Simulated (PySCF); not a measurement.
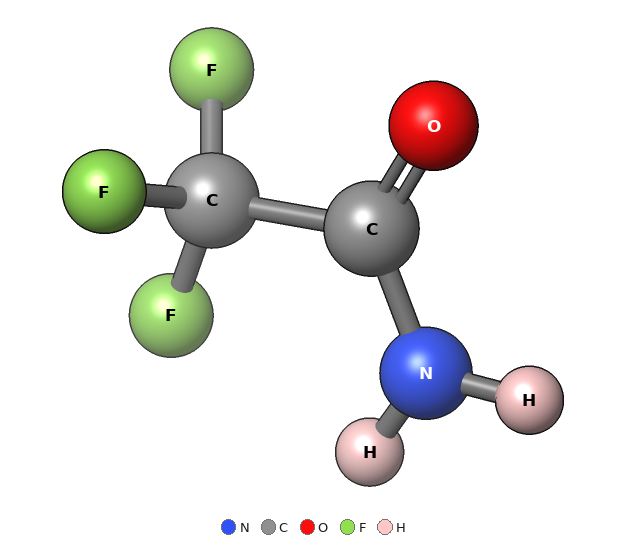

Orthographic view. Atoms fade into the background with distance from the viewer. The computed structure is the end point of a PBE0-D3(BJ)/def2-SVP optimisation. No frequency run is at hand to confirm it as a minimum.

**Write the InChI string.**

InChI=1S/C2H2F3NO/c3-2(4,5)1(6)7/h(H2,6,7)
